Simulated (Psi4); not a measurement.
# UB3LYP/6-31G(d) (Cartesian functions) run of BGeH4 (SMILES [BH2][GeH2])

Aim: the vertical ionisation energy of BGeH4 at UB3LYP/6-31G* (Cartesian functions), from 2 runs. 

Program for the calculation: Psi4 1.11.

2 further runs of the same task are left out: 2 set aside as unsound or not needed.

## Step 1: The system as given

BGeH4: 6 atoms, total charge 0, spin state doublet. SMILES: `[BH2][GeH2]`. Geometry: a GFN2-xTB relaxation, a rough one for these elements and not checked as a minimum.

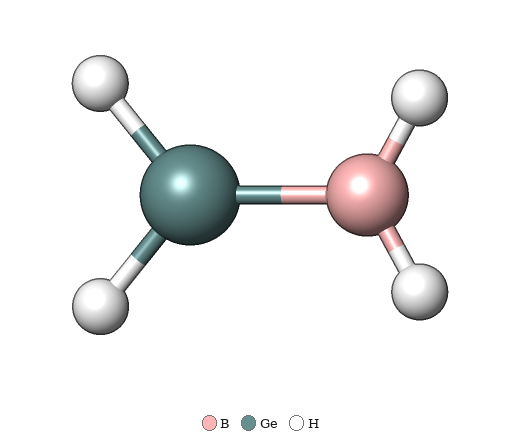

Viewed from a chosen angle; boron pink, germanium teal, hydrogen white.

## Step 2: Energy and forces at UB3LYP/6-31G(d) (Cartesian functions)

Input file bgeh4.in:

```
memory 1.6 GB

molecule {
  0 2
  B     -0.012800    -1.089570     0.124830
  Ge     0.012730     0.820130    -0.090400
  H     -0.774610    -1.570630     0.870550
  H      0.740510    -1.741390    -0.487720
  H      0.891660     1.692480    -0.985930
  H     -0.857490     1.888970     0.568670
  symmetry c1
  no_reorient
  no_com
}

set basis 6-31G*
set reference uks
set puream false
set e_convergence 1e-09
set d_convergence 1e-08
set scf_type pk
set dft_radial_points 99
set dft_spherical_points 590
set maxiter 200

energy_value, wavefunction = gradient("b3lyp", return_wfn=True)
oeprop(wavefunction, "WIBERG_LOWDIN_INDICES", "QUADRUPOLE", "DIPOLE", title="B3LYP")
```

On the command line:

```sh
$ psi4 bgeh4.in bgeh4.out -n 1
```

bgeh4.out:

```text
[...]
  Running in c1 symmetry.
[...]
  Nuclear repulsion =   86.055500737404259
[...]
  Multiplicity = 2
[...]
  Nalpha       = 21
  Nbeta        = 20
[...]
    Number of basis functions: 58
[...]
   @UKS iter   1: -2102.40577772035658   -1.97260e+00   4.99707e-02 ADIIS/DIIS
[...]
   @UKS iter  12: -2103.95524161383219   -4.09273e-12   5.40157e-09 DIIS
[...]
   @S^2 Observed:                7.518312910E-01
[...]
  @UKS Final Energy: -2103.95524161383219
   => Energetics <=
    Nuclear Repulsion Energy =             86.0555007374042589
    One-Electron Energy =               -3099.9316551195438478
    Two-Electron Energy =                 977.9645692691104841
    DFT Exchange-Correlation Energy =     -68.0436565008031238
    Empirical Dispersion Energy =           0.0000000000000000
    VV10 Nonlocal Energy =                  0.0000000000000000
    Total Energy =                      -2103.9552416138321860
[...]
  -Total Gradient:
     Atom            X                  Y                   Z
    ------   -----------------  -----------------  -----------------
       1       -0.000097646135     0.010152497655    -0.001326455103
       2       -0.000115888615    -0.023004190809     0.002810523908
       3        0.007319508279     0.004649324685    -0.006966592640
       4       -0.007107058470     0.006397891175     0.005871714381
       5       -0.007305291803     0.001807015099     0.006324986341
       6        0.007306462829    -0.000004633788    -0.006713837685
[...]
 Multipole Moments:
 ------------------------------------------------------------------------------------
     Multipole            Electronic (a.u.)      Nuclear  (a.u.)        Total (a.u.)
 ------------------------------------------------------------------------------------
 L = 1.  Multiply by 2.5417464519 to convert [e a0] to [Debye]
 Dipole X            :         -0.6454908            0.6489886            0.0034978
 Dipole Y            :        -39.5683529           39.8084792            0.2401263
 Dipole Z            :          4.3248461           -4.3521904           -0.0273444
 Magnitude           :                                                    0.2417035
 L = 2.  Multiply by 1.3450342976 to convert [e a0^2] to [Debye ang]
 Quadrupole XX       :        -28.9925940            9.5873351          -19.4052589
 Quadrupole XY       :         -0.7393551            0.7866108            0.0472557
[...]
```

It took 23 s on 1 thread of Intel Xeon Platinum 8259CL at 2.50GHz (Skylake/Cascade Lake), shared host; peak memory 0.72 GiB.

## Step 3: The singlet cation at the same level

Input file input.json:

```json
{
 "schema_name": "qcschema_input",
 "schema_version": 1,
 "molecule": {
  "schema_name": "qcschema_molecule",
  "schema_version": 2,
  "symbols": ["B", "Ge", "H", "H", "H", "H"],
  "geometry": [-0.02418849, -2.05898889, 0.23589451, 0.02405621, 1.54982109, -0.17083124, -1.46380075, -2.96806054, 1.64510108, 1.39936109, -3.29075018, -0.92165723, 1.6849932, 3.19832367, -1.86313768, -1.62042125, 3.56963596, 1.07463056],
  "molecular_charge": 1,
  "molecular_multiplicity": 1,
  "fix_symmetry": "c1",
  "fix_com": true,
  "fix_orientation": true
 },
 "driver": "gradient",
 "model": {
  "method": "b3lyp",
  "basis": "6-31G*"
 },
 "keywords": {
  "puream": false,
  "e_convergence": 1e-09,
  "d_convergence": 1e-08,
  "scf_type": "pk",
  "dft_radial_points": 99,
  "dft_spherical_points": 590,
  "scf_properties": ["WIBERG_LOWDIN_INDICES", "DIPOLE", "QUADRUPOLE"]
 }
}
```

On the command line:

```sh
$ psi4 --qcschema input.json -n 1 --memory 1600MB
```

stdout:

```text
[...]
  Running in c1 symmetry.
[...]
  Nuclear repulsion =   86.055500773819489
[...]
  Multiplicity = 1
[...]
  Nalpha       = 20
  Nbeta        = 20
[...]
    Number of basis functions: 58
[...]
   @RKS iter   1: -2102.30027580032083   -1.86710e+00   4.88582e-02 ADIIS/DIIS
[...]
   @RKS iter  10: -2103.64237534746280   -2.27374e-12   5.88301e-09 DIIS
[...]
    Orbital Energies [Eh]
    ---------------------
    Doubly Occupied:
       1A   -399.049026     2A    -50.107070     3A    -44.635106
       4A    -44.629765     5A    -44.629131     6A     -7.017392
       7A     -6.529718     8A     -4.710596     9A     -4.694883
      10A     -4.693821    11A     -1.510816    12A     -1.505492
      13A     -1.505101    14A     -1.495480    15A     -1.494036
      16A     -0.834395    17A     -0.715397    18A     -0.607753
      19A     -0.570564    20A     -0.562251
[...]
  @RKS Final Energy: -2103.64237534746280
   => Energetics <=
    Nuclear Repulsion Energy =             86.0555007738194888
    One-Electron Energy =               -3088.6633158057102264
    Two-Electron Energy =                 966.8067642689096601
    DFT Exchange-Correlation Energy =     -67.8413245844815265
    Empirical Dispersion Energy =           0.0000000000000000
    VV10 Nonlocal Energy =                  0.0000000000000000
    Total Energy =                      -2103.6423753474628029
[...]
 Multipole Moments:
 ------------------------------------------------------------------------------------
     Multipole            Electronic (a.u.)      Nuclear  (a.u.)        Total (a.u.)
 ------------------------------------------------------------------------------------
 L = 1.  Multiply by 2.5417464519 to convert [e a0] to [Debye]
 Dipole X            :         -0.6340676            0.6489886            0.0149210
 Dipole Y            :        -39.0826875           39.8084793            0.7257919
 Dipole Z            :          4.2756381           -4.3521904           -0.0765523
 Magnitude           :                                                    0.7299704
 L = 2.  Multiply by 1.3450342976 to convert [e a0^2] to [Debye ang]
 Quadrupole XX       :        -24.7089268            9.5873351          -15.1215918
 Quadrupole XY       :         -0.6025793            0.7866106            0.1840313
[...]
  -Total Gradient:
     Atom            X                  Y                   Z
    ------   -----------------  -----------------  -----------------
       1        0.000189500650     0.061110959232    -0.007494810876
       2       -0.000306523978    -0.074462567775     0.009156759361
       3        0.005689159681     0.001945107261    -0.005120921524
       4       -0.005342375738     0.003338289945     0.004896894115
       5       -0.007662784341     0.004952618370     0.005919128047
       6        0.007433107536     0.003113624910    -0.007356727989
[...]
```

The result, in JSON:

```text
{
 "driver": "gradient",
 "model": {
  "method": "b3lyp",
  "basis": "6-31G*"
 },
 "success": true,
 "return_result": [0.00018950065023125501, 0.061110959232262556, -0.007494810875504351, -0.00030652397783403505, -0.07446256777532187, 0.00915675936056691, 0.005689159681160946, 0.0019451072613912435, -0.00512092152438888, -0.005342375738385849, 0.0033382899451307874, 0.004896894115330938, -0.007662784340738998, 0.004952618370159936, 0.005919128047403091, 0.0074331075363487376, 0.0031136249095314317, -0.007356727989321125],
 "properties": {
  "calcinfo_nbasis": 58,
  "calcinfo_nmo": 58,
  "calcinfo_nalpha": 20,
  "calcinfo_nbeta": 20,
  "calcinfo_natom": 6,
  "nuclear_repulsion_energy": 86.05550077381949,
  "return_energy": -2103.642375347463,
  "return_gradient": [0.00018950065023125501, 0.061110959232262556, -0.007494810875504351, -0.00030652397783403505, -0.07446256777532187, 0.00915675936056691, 0.005689159681160946, 0.0019451072613912435, -0.00512092152438888, -0.005342375738385849, 0.0033382899451307874, 0.004896894115330938, -0.007662784340738998, 0.004952618370159936, 0.005919128047403091, 0.0074331075363487376, 0.0031136249095314317, -0.007356727989321125],
  "scf_one_electron_energy": -3088.66331580571,
  "scf_two_electron_energy": 966.8067642689097,
  "scf_xc_energy": -67.84132458448153,
  "scf_dipole_moment": [0.014920987454501988, 0.7257918684091962, -0.07655234334595296],
  "scf_total_energy": -2103.642375347463,
  "scf_total_gradient": [0.00018950065023125501, 0.061110959232262556, -0.007494810875504351, -0.00030652397783403505, -0.07446256777532187, 0.00915675936056691, 0.005689159681160946, 0.0019451072613912435, -0.00512092152438888, -0.005342375738385849, 0.0033382899451307874, 0.004896894115330938, -0.007662784340738998, 0.004952618370159936, 0.005919128047403091, 0.0074331075363487376, 0.0031136249095314317, -0.007356727989321125],
  "scf_iterations": 10
 }
}
```

Run time: 14 s. Hardware: 1 thread of Intel Xeon Platinum 8259CL at 2.50GHz (Skylake/Cascade Lake), shared host; peak memory 0.72 GiB.

## Step 4: Summary of results

Level: UB3LYP/6-31G* (Cartesian functions).

```
                                          quantity           value
                       doublet BGeH4: total energy  -2103.95524 Eh
                      doublet BGeH4: dipole moment          0.61 D
 doublet BGeH4: HOMO energy (highest over α and β)        -6.03 eV
  doublet BGeH4: LUMO energy (lowest over α and β)        -3.65 eV
                               doublet BGeH4: ⟨S²⟩           0.752
           doublet BGeH4: largest force on an atom      1.192 eV/Å
                      singlet cation: total energy  -2103.64238 Eh
                       singlet cation: HOMO energy       -15.30 eV
                       singlet cation: LUMO energy       -10.98 eV
                     singlet cation: HOMO–LUMO gap         4.32 eV
          singlet cation: largest force on an atom      3.858 eV/Å
vertical ionisation energy (to the singlet cation)        8.514 eV
```

What this shows: Removing an electron at fixed nuclei costs 8.51 eV (196 kcal/mol). The largest force (doublet BGeH4) is 1.19 eV/Å: the shape isn't a stationary point for this species at this level. Only the singlet of the ionised species was computed; a triplet could lie lower.
